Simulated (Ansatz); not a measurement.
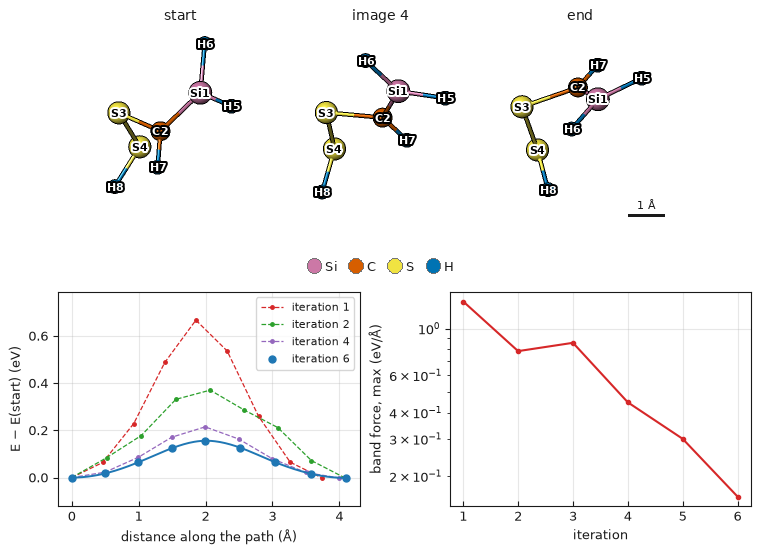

A search for the minimum-energy path of CH4S2Si by the nudged elastic band. Images are numbered from 0 (start) to 8 (end). The plot follows the band through its iterations. The picture is a ball-and-stick view, seen from a free direction.

Method: Ansatz 0.2.0, RHF/cc-pVDZ.

Input file:
```yaml
crystal:
  periodic: [false, false, false]
  atoms:
    - { symbol: Si, position_ang: [-0.992717, 1.341764, 0.536937] }
    - { symbol: C, position_ang: [0.291246, 0.457369, -0.162554] }
    - { symbol: S, position_ang: [1.058531, -0.893251, 0.687132] }
    - { symbol: S, position_ang: [0.509157, -2.590073, -0.412166] }
    - { symbol: H, position_ang: [-1.532831, 2.56331, -0.091486] }
    - { symbol: H, position_ang: [-1.596202, 0.980658, 1.830852] }
    - { symbol: H, position_ang: [0.726608, 0.742195, -1.114087] }
    - { symbol: H, position_ang: [1.536218, -2.601981, -1.274638] }
basis:
  gaussian: { orbitals: cc-pVDZ }
hamiltonian:
  xc: hf
neb:
  order_check: false
  images: 7
  f_tol: 0.2
  max_iterations: 60
  initial_path: idpp
  final_atoms:
    - { symbol: Si, position_ang: [-0.73017047, 1.30331997, 0.63356491] }
    - { symbol: C, position_ang: [-0.25432364, 0.28041097, -0.65083411] }
    - { symbol: S, position_ang: [-0.47895211, -1.47395615, -0.58487197] }
    - { symbol: S, position_ang: [1.46001723, -2.24132288, -0.75693381] }
    - { symbol: H, position_ang: [-0.69985319, 2.77336576, 0.51164034] }
    - { symbol: H, position_ang: [-1.25753769, 0.78566345, 1.90800897] }
    - { symbol: H, position_ang: [0.12425754, 0.68148072, -1.58446312] }
    - { symbol: H, position_ang: [1.83657233, -2.10897084, 0.52387878] }
```

Command:
```bash
ansatz run input.yaml --threads 1 --pin off --max-ram 2048MiB --backend cpu --events-out ev --progress --plain --runs-dir out
```

Did the band converge, and can the barrier be trusted?

Answer. The run is converged, with reservations. The band converged in 6 iterations. The largest component of the band force went from 1.3 to 0.16 eV/Å. The climbing image converged on the top of the path. Its curvatures weren't checked. The force threshold is loose. The first iteration put the highest image at 0.667 eV. The two ends have nearly the same energy, and the highest point, image 4, lies 0.156 eV above the start.

The run took roughly 70 core-seconds on a shared host.
